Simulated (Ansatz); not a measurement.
**BNH4 (SMILES BN): levels of theory compared**

We compute a comparison of 6 runs (HSE06/STO-3G, UPBE/STO-3G, r2SCAN/STO-3G, RPA@PBE/STO-3G, CCSDT(Q)/STO-3G, FCI/STO-3G) of BNH4. 

The calculation is run with Ansatz 0.2.0.

47 further runs of the same task are left out: 47 set aside as unsound or not needed.

## (1) The structure to begin with

BNH4 has 6 atoms, charge 0, and is taken as a singlet. As SMILES, `BN`. The H3–B1 distance was set to 2.394 Å, away from the relaxed value. At this shape a bond of the SMILES string is far longer than usual.

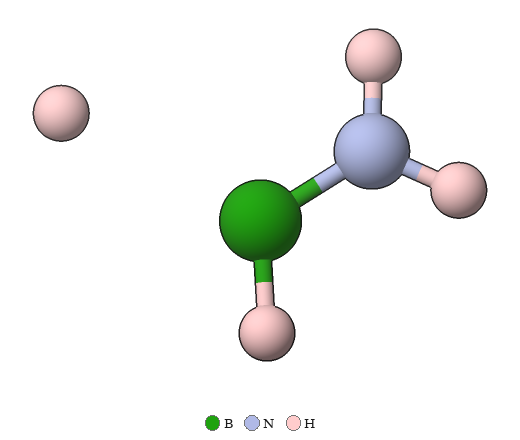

The structure, seen from a chosen angle (boron green, nitrogen light blue, hydrogen pink).

## (2) The energy at HSE06/STO-3G (run 1)

input.yaml reads:

```yaml
crystal:
  periodic: [false, false, false]
  atoms:
    - symbol: B
      position_ang: [-0.482192, 0.008784, -0.938679]
    - symbol: N
      position_ang: [-0.207892, 1.365784, -0.902279]
    - symbol: H
      position_ang: [0.225800, -1.368000, 0.887500]
    - symbol: H
      position_ang: [-1.065992, -0.440316, -1.882279]
    - symbol: H
      position_ang: [-0.475592, 2.002084, -1.633879]
    - symbol: H
      position_ang: [0.278008, 1.809784, -0.141779]
basis:
  gaussian:
    orbitals: STO-3G
hamiltonian:
  xc: {name: HSE06}
accuracy: high
```

Launch:

```
$ ansatz run input.yaml --threads 1 --pin off --max-ram 2610MiB --events-out events.jsonl --progress --plain --runs-dir runs
```

The program printed:

```text
Warning: RAYON_NUM_THREADS=1 ignored (pool sized by the plan → 1); use --threads N
Functional definition: HSE06
  name "HSE06"
  parameter a = 0.25
  parameter omega = 0.11/bohr
  exchange = pbe_x - a*pbe_x_sr(omega) + a*exact_x_sr(omega)
  correlation = pbe_c
230 factors; integrals over basis functions are off by at most 1.5e-8 eV
57 factors; integrals over basis functions are off by at most 3.7e-10 eV
mean field evaluation 1: about -2192.9614 eV, gradient 1.8e1 eV
mean field evaluation 2: about -2184.3075 eV, gradient 3.6e1 eV
mean field evaluation 4: about -2194.9198 eV, gradient 4.8e0 eV
mean field evaluation 8: about -2195.0471 eV, gradient 3.9e-2 eV
mean field evaluation 16: about -2194.9907 eV, gradient 1.8e-6 eV
mean field -2194.99065744 eV, -80.6644188429 hartree, gradient 1.2e-8 eV, S^2 0.000000; 0 other end points of the search recorded, 0 dependent functions left out
reference -2194.99065947 eV, -80.6644189174 hartree; 8, 8 occupied and 6, 6 virtual orbitals, 230 factors
Total energy: -2194.99065947 eV, -80.6644189174 hartree
```

Wall time 1.1 s (1 thread of Arm Neoverse V1, shared host).

## (3) A single-point energy at UPBE/STO-3G (run 2)

run.yaml reads:

```yaml
crystal:
  periodic: [false, false, false]
  atoms:
    - {symbol: B, position_ang: [-0.482192, 0.008784, -0.938679]}
    - {symbol: N, position_ang: [-0.207892, 1.365784, -0.902279]}
    - {symbol: H, position_ang: [0.225800, -1.368000, 0.887500]}
    - {symbol: H, position_ang: [-1.065992, -0.440316, -1.882279]}
    - {symbol: H, position_ang: [-0.475592, 2.002084, -1.633879]}
    - {symbol: H, position_ang: [0.278008, 1.809784, -0.141779]}
basis:
  gaussian:
    orbitals: STO-3G
magnetization:
  spin_polarized: true
  initial_magnetization: 0
hamiltonian:
  xc: {name: PBE}
accuracy: high
```

Launch:

```
$ ansatz run run.yaml --threads 1 --pin off --max-ram 2610MiB --events-out events.jsonl --progress --plain --runs-dir runs
```

The program printed:

```text
Warning: RAYON_NUM_THREADS=1 ignored (pool sized by the plan → 1); use --threads N
Functional definition: PBE
  name "PBE"
  parameter kappa = 0.804
  parameter beta = 0.06672455060314922
  exchange = pbe_x(kappa = kappa, mu = beta*pi^2/3)
  correlation = pbe_c(beta = beta)
230 factors; integrals over basis functions are off by at most 1.5e-8 eV
mean field evaluation 1: about -2192.9810 eV, gradient 1.3e1 eV
mean field evaluation 2: about -2180.5022 eV, gradient 2.9e1 eV
mean field evaluation 4: about -2194.0340 eV, gradient 9.5e0 eV
mean field evaluation 8: about -2194.8890 eV, gradient 4.9e0 eV
mean field evaluation 16: about -2195.1222 eV, gradient 3.1e-1 eV
mean field evaluation 32: about -2195.1099 eV, gradient 1.3e0 eV
mean field -2195.14507850 eV, -80.6700937122 hartree, gradient 1.6e-8 eV, S^2 0.365356; 3 other end points of the search recorded, 0 dependent functions left out
reference -2195.14508057 eV, -80.6700937882 hartree; 8, 8 occupied and 6, 6 virtual orbitals, 230 factors
Total energy: -2195.14508057 eV, -80.6700937882 hartree
```

Run time: 2.8 s. Hardware: 1 thread of Arm Neoverse V1, shared host; peak memory 0.12 GiB.

Runs 3 to 5 aren't shown in full; the table further down has their settings and results.

## (4) A single-point energy at FCI/STO-3G (run 6)

in.yaml reads:

```yaml
crystal:
  periodic: [false, false, false]
  atoms:
    - {symbol: B, position_ang: [-0.482192, 0.008784, -0.938679]}
    - {symbol: "N", position_ang: [-0.207892, 1.365784, -0.902279]}
    - {symbol: H, position_ang: [0.225800, -1.368000, 0.887500]}
    - {symbol: H, position_ang: [-1.065992, -0.440316, -1.882279]}
    - {symbol: H, position_ang: [-0.475592, 2.002084, -1.633879]}
    - {symbol: H, position_ang: [0.278008, 1.809784, -0.141779]}
basis:
  gaussian:
    orbitals: STO-3G
correlation:
  method: fci
  frozen_orbitals: {B: 1, H: 0, "N": 1}
accuracy: high
```

Launch:

```
$ ansatz run in.yaml --threads 1 --pin off --max-ram 2610MiB --events-out events.jsonl --progress --plain --runs-dir runs
```

The program printed, cut to the lines that bear on the results:

```text
Warning: RAYON_NUM_THREADS=1 ignored (pool sized by the plan → 1); use --threads N
Functional definition: HF
  name "HF"
[...]
230 factors; integrals over basis functions are off by at most 1.5e-8 eV
[...]
mean field -2182.02912402 eV, -80.1880912754 hartree, gradient 1.1e-8 eV, S^2 0.000000; 0 other end points of the search recorded, 0 dependent functions left out; unrestricted orbitals would lower it
[...]
unrestricted determinant -2184.48461132 eV, -80.2783287692 hartree, S^2 0.8852
2 core orbitals not correlated: weight in the atoms' cores, before any rotation towards them, 1.000 or more for the frozen orbitals, at most 0.000 for the correlated occupied ones
reference -2182.02912402 eV, -80.1880912754 hartree; 6, 6 occupied and 6, 6 virtual orbitals, 230 factors
state -2187.91066285 eV, -80.4042338408 hartree
Total energy: -2187.91066285 eV, -80.4042338408 hartree
```

Run time: 4.2 s. Hardware: 1 thread of Arm Neoverse V1, shared host; peak memory 0.13 GiB.

## (5) All runs side by side

| run | level | frozen core orbitals | energy (Eh) | wall time |
| --- | --- | --- | --- | --- |
| 1 | HSE06/STO-3G | – | -80.664419 | 1.1 s |
| 2 | UPBE/STO-3G | – | -80.670094 | 2.8 s |
| 3 | r2SCAN/STO-3G | – | -80.728940 | 1.9 s |
| 4 | RPA@PBE/STO-3G | 2 | -80.454278 | 1.3 s |
| 5 | CCSDT(Q)/STO-3G | 2 | -80.404171 | 0.24 s |
| 6 | FCI/STO-3G | 2 | -80.404234 | 4.2 s |

## (6) Summary of results

```
                                          quantity         value
                               run 6: total energy  -80.40423 Eh
run 6: correlation energy (2 core orbitals frozen)    -216.1 mEh
```

What this shows: Against full CI in this basis: CCSDT(Q) +0.1 mEh. Totals of different functionals can't be ranked against each other. In runs 4, 5 the log says that unrestricted orbitals would lower the reference, so the values rest on an unstable closed-shell determinant (other closed-shell runs at this shape may share the fault). In runs 1, 2, 3, 4, 5, 6 the basis is minimal, so the values are rough. Spin contamination of the reference: run 2 ⟨S²⟩ = 0.37. All runs together took 11 s, the longest 4.2 s.
